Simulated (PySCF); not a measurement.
SMILES C[Si](C)(O)C[CH2][Al]([OH])[OH] at its GFN2-xTB optimised geometry (Å):

```
22

Si    -0.1919     0.2876     0.0000
C     -0.8674     2.0713     0.0000
C     -0.6237    -0.6168     1.6129
O      1.4484     0.2876     0.0000
C     -0.8589    -0.6332    -1.5383
C     -0.3341    -2.0681    -1.6217
Al    -0.8409    -3.0096    -3.3233
O     -1.6293    -2.1466    -4.4858
O     -0.4193    -4.5971    -3.4606
H     -0.4307     2.6481     0.8093
H     -0.6420     2.5881    -0.9285
H     -1.9440     2.0926     0.1286
H     -0.1232    -1.5779     1.6660
H     -0.3133    -0.0397     2.4779
H     -1.6915    -0.7911     1.6967
H      1.9440     0.6911    -0.7075
H     -1.9483    -0.6495    -1.5343
H     -0.5756    -0.0929    -2.4439
H      0.7543    -2.0724    -1.5235
H     -0.6983    -2.6481    -0.7714
H     -2.0937    -1.6425    -5.1361
H     -0.1891    -5.5088    -3.5541
```

Method: B3LYP/def2-SVP run with PySCF. Cells within 0.4 Å of a nucleus heavier than hydrogen are left out (blank, or x).

Map of the deformation density (molecule minus spherical neutral atoms) (e/bohr³) on the plane z = 0.0 Å:

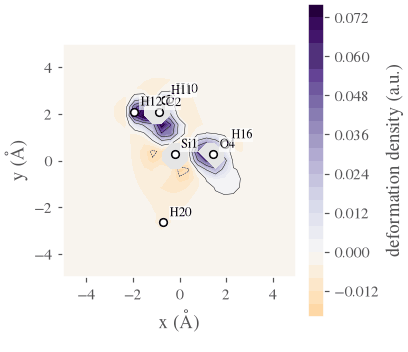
Deformation density (molecule minus spherical neutral atoms) (e/bohr³) on the plane z = 0.0 Å.
